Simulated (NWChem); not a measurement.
**One shape, several levels: triplet F2**

Aim: a comparison of 6 runs (UHF/STO-3G, UHF/3-21G, UB3LYP/6-31G*, UB2PLYP/cc-pVTZ, UCR-CCSD(T)/cc-pVTZ, UMP3/cc-pVTZ) of triplet F2. 

Program for the calculation: NWChem 7.3.0.

20 further runs of the same task are left out: 20 set aside as unsound or not needed.

### 1 The system as given

F2: 2 atoms, total charge 0, spin state triplet. As SMILES of the parent species, `FF`. The shape is that of a PBE0-D4/def2-TZVP optimisation. That shape belongs to the parent species and isn't relaxed for this state.

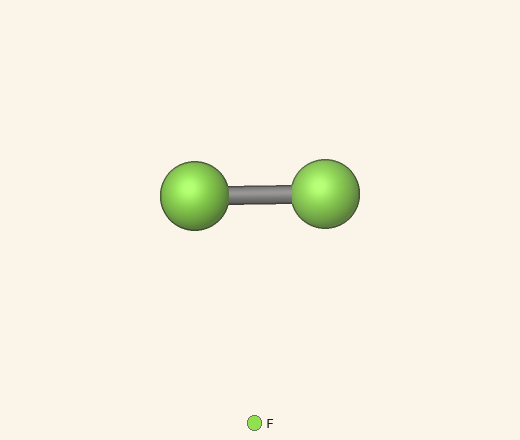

Viewed from a chosen angle; fluorine green.

### 2 The energy at UHF/STO-3G (run 1)

File mol.nw:

```
start mol
title "F2"
memory total 2200 mb
geometry units angstrom noautosym nocenter noautoz
F       -0.583900       0.212400      -0.295000
F        0.583900      -0.212400       0.295000
end
basis "ao basis" spherical bse
* library STO-3G
end
scf
triplet
uhf
thresh 1e-08
maxiter 80
end
task scf energy
```

On the command line:

```sh
$ nwchem mol.nw > mol.out
```

Standard output:

```text
[...]
  functions       =    10
[...]
  wavefunction    = UHF
[...]
         Total SCF energy =   -195.800826718809
      One electron energy =   -339.138630004761
      Two electron energy =    112.178350280774
 Nuclear repulsion energy =     31.159453005178
                       Sz =      1.0000
                 Sz(Sz+1) =      2.0000
                      S^2 =      2.0000
[...]
```

Wall time 0.62 s (1 thread of Intel Xeon Platinum 8259CL at 2.50GHz (Skylake/Cascade Lake), shared host); peak memory 0.099 GiB.

### 3 A single-point energy at UHF/3-21G (run 2)

File input.xyz:

```xyz
2

F     -0.583900     0.212400    -0.295000
F      0.583900    -0.212400     0.295000
```

File run.py:

```python
from ase.io import read
from ase.calculators.nwchem import NWChem

molecule = read('input.xyz')

calc = NWChem(
    label='input',
    theory='scf',
    memory='2200 mb',
    basis='3-21G',
    basispar='spherical bse',
    scf={'nopen': '2', 'uhf': None, 'thresh': '1e-08', 'maxiter': '80'},
    task='energy',
)
molecule.calc = calc

e = molecule.get_potential_energy()
print(f"E = {e:.6f} eV")
```

On the command line:

```sh
$ export ASE_NWCHEM_COMMAND="nwchem PREFIX.nwi > PREFIX.nwo"
$ python run.py
```

Standard output:

```text
E = -5374.596297 eV
```

The calculator wrote input.nwi:

```
title "input"

permanent_dir input

scratch_dir input

start input

geometry units angstrom nocenter noautosym noautoz
  F  -5.8389999999999997e-01 2.1240000000000001e-01 -2.9499999999999998e-01
  F  5.8389999999999997e-01 -2.1240000000000001e-01 2.9499999999999998e-01
end

memory 2200 mb

basis spherical bse noprint
   * library 3-21G
end

scf
  nopen 2
  uhf
  thresh 1e-08
  maxiter 80
end

task scf energy
```

input.nwo (excerpt; [...] marks lines left out):

```text
[...]
      One electron energy =   -339.117048752843
[... 1 line left out ...]
 Nuclear repulsion energy =     31.159453005178
[... 30 lines left out ...]
          Final beta eigenvalues
[... 160 lines left out ...]
                     UHF Final Beta Molecular Orbital Analysis
[...]
```

Run time: 1.3 s. Hardware: 1 thread of Intel Xeon Platinum 8259CL at 2.50GHz (Skylake/Cascade Lake), shared host; peak memory 0.099 GiB.

### 4 The energy at UB3LYP/6-31G(d) (spherical functions) (run 3)

File f2.xyz:

```xyz
2

F     -0.583900     0.212400    -0.295000
F      0.583900    -0.212400     0.295000
```

File f2.nw:

```
start f2
memory 2200 mb

geometry noautosym nocenter noautoz
  load format xyz f2.xyz
end

basis "ao basis" spherical bse
  F library 6-31G*
end

dft
  xc b3lyp
  mult 3
  grid xfine
  convergence energy 1e-08
  maxiter 100
  mulliken
end

task dft energy
```

On the command line:

```sh
$ nwchem f2.nw > f2.out
```

Standard output:

```text
[...]
          Wavefunction type:  spin polarized.
          No. of atoms     :     2
          No. of electrons :    18
[...]
          Charge           :     0
          Spin multiplicity:     3
[...]
          AO basis - number of functions:    28
[...]
              XC Information
              --------------
                         B3LYP Method XC Potential
                     Hartree-Fock (Exact) Exchange  0.200
                        Slater Exchange Functional  0.800 local
                    Becke 1988 Exchange Functional  0.720 non-local
              Lee-Yang-Parr Correlation Functional  0.810
                  VWN I RPA Correlation Functional  0.190 local
[...]
 d= 0,ls=0.0,diis     1   -199.3460913931 -2.31D+02  1.02D-02  9.15D-02     0.4
[...]
 d= 0,ls=0.0,diis     7   -199.3654995109 -7.56D-10  5.97D-08  4.32D-12     2.5
[...]
         Total DFT energy =     -199.365499510945
      One electron energy =     -340.545783781831
           Coulomb energy =      130.899821815246
    Exchange-Corr. energy =      -20.878990549538
 Nuclear repulsion energy =       31.159453005178
[...]
      Total Density - Mulliken Population Analysis
     ---------------------------------------------
    Atom       Charge   Shell Charges
 -----------   ------   -------------------------------------------------------
    1 F    9     9.00   2.00  0.98  3.20  1.00  1.80  0.02
    2 F    9     9.00   2.00  0.98  3.20  1.00  1.80  0.02
[...]
      <S2> =      2.0049 (Exact =     2.0000)
[...]
```

It took 3.3 s on 1 thread of Intel Xeon Platinum 8259CL at 2.50GHz (Skylake/Cascade Lake), shared host; peak memory 0.11 GiB.

Runs 4 to 5 aren't shown in full; the table further down has their settings and results.

### 5 The energy at UMP3/cc-pVTZ (run 6)

File struct.nw:

```
start struct
memory stack 880 mb heap 220 mb global 1100 mb

geometry units angstroms noautosym nocenter noautoz
 F       -0.583900       0.212400      -0.295000
 F        0.583900      -0.212400       0.295000
end

basis spherical bse
 F library cc-pVTZ
end

scf
 triplet
 uhf
 thresh 1e-08
 maxiter 80
end

tce
 scf
 mbpt3
 freeze core 2
 maxiter 60
end

task tce energy
```

On the command line:

```sh
$ nwchem struct.nw > struct.out
```

Standard output:

```text
[...]
  functions       =    60
[...]
  wavefunction    = UHF
[...]
         Total SCF energy =   -198.635943441695
      One electron energy =   -340.231242058571
      Two electron energy =    110.435845611698
 Nuclear repulsion energy =     31.159453005178
                       Sz =      1.0000
                 Sz(Sz+1) =      2.0000
                      S^2 =      2.0372
[...]
         Wavefunction type : Unrestricted Hartree-Fock
          No. of electrons :    18
[...]
         Spin multiplicity : triplet
[...]
```

Run time: 13 s. Hardware: 1 thread of Intel Xeon Platinum 8259CL at 2.50GHz (Skylake/Cascade Lake), shared host; peak memory 0.48 GiB.

### 6 All runs side by side

```tsv
run	level	iteration cap	module	energy (Eh)	dipole moment (D)	HOMO energy (eV)	LUMO energy (eV)	wall time
1	UHF/STO-3G	80	scf	-195.800827	0.00	-7.90	5.53	0.62 s
2	UHF/3-21G	80	scf	-197.512772	0.00	-14.05	0.31	1.3 s
3	UB3LYP/6-31G* (spherical functions)	100	dft	-199.365500	0.00	-6.73	-6.21	3.3 s
4	UB2PLYP/cc-pVTZ	100	dft	-199.347512	0.00	-10.58	-4.28	10 s
5	UCR-CCSD(T)/cc-pVTZ	80	tce	-199.147955	–	-14.87	-0.47	68 s
6	UMP3/cc-pVTZ	80	tce	-199.128477	–	-14.87	-0.47	13 s
```

### 7 Summary of results

| quantity | value |
| --- | --- |
| run 6: total energy | -199.12848 Eh |
| run 6: HOMO energy (Hartree–Fock orbitals) (highest over α and β) | -14.87 eV |
| run 6: LUMO energy (Hartree–Fock orbitals) (lowest over α and β) | -0.47 eV |
| run 6: correlation energy (2 core orbitals frozen) | -492.5 mEh |
| run 6: ⟨S²⟩ of the reference determinant | 2.037 |

**Reading.** Totals of different functionals can't be ranked against each other. In run 1 the basis is minimal, so the values are rough. All runs together took 96 s, the longest 68 s.
